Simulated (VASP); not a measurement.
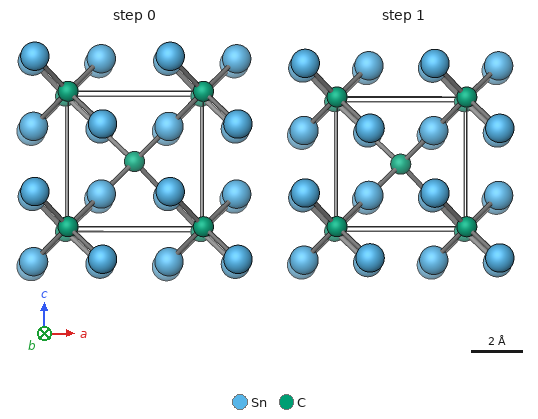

The structure of crystalline Sn2C (a generated structure, set up in Pn-3m) before (left) and after (right) a relaxation, at one scale.

Style: ball-and-stick. Shown: the cell of the calculation, from a free direction.

The run lets cell and atoms move.

Level of theory: VASP 6.6.1, Kohn-Sham DFT of a periodic cell, PBE, VASP PAW PBE potentials, recommended.

Input
```
  PREC = Normal
  ENCUT = 520
  EDIFF = 1E-4
  ISMEAR = 0
  SIGMA = 0.15
  LREAL = False
  LASPH = True
  NELM = 60
  ALGO = Fast
  ISIF = 3
  LWAVE = False
  LCHARG = False
  GGA = PE
  IBRION = 2
  NSW = 24
  EDIFFG = -0.08
```

Run as
```bash
cat potpaw_PBE.64/Sn_d/POTCAR potpaw_PBE.64/C/POTCAR > POTCAR
mpirun -np 1 vasp_std > vasp.out
```

**Summarise the run.**

After 1 geometry step the energy has fallen by 58.3 meV per atom. All forces vanish by symmetry, so only the cell relaxes. The pressure goes from −5.41 to −0.39 GPa. The atoms keep their places relative to the cell (all moves are under 0.005 Å). Cell: a = b = c 5.360 → 5.136 Å (−4.2 %). Volume −12.0 %. Near-neighbour distances that change, for instance: C–Sn 2.321 → 2.224 Å. The space group stays Pn-3m (No. 224). The volume changes by over a tenth within one run on a fixed set of plane waves, so the end point should be relaxed again from the new cell.
